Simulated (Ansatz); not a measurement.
## A computed series for hypothetical CsCl type NbAs: pressure series

Start from NbAs in the CsCl type structure (space group Pm-3m, No. 221; a = 3.180 Å; a hypothetical phase, not in the database extracts checked).

Cell and atoms are relaxed at each pressure.

Calculations: Ansatz (a program for electronic structure) PBEsol, no spin-orbit coupling.

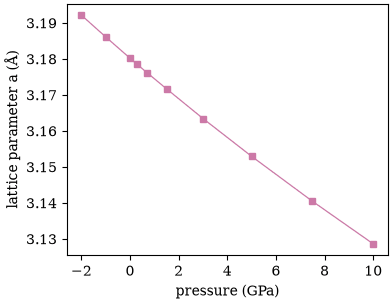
Fig. 1. Lattice parameter a against pressure

| pressure (GPa) | lattice parameter a |
|---|---|
| -2 | 3.192 Å |
| -1 | 3.186 Å |
| 0.3 | 3.178 Å |
| 0.7 | 3.176 Å |
| 1.5 | 3.172 Å |
| 3 | 3.163 Å |
| 5 | 3.153 Å |
| 7.5 | 3.140 Å |
| 10 | 3.129 Å |

Load acts through the strain it causes; cell and atoms are relaxed under it. Whether these cells are dynamically stable was not tested. No other phases were tried under pressure. The final runs are not spin-polarised.
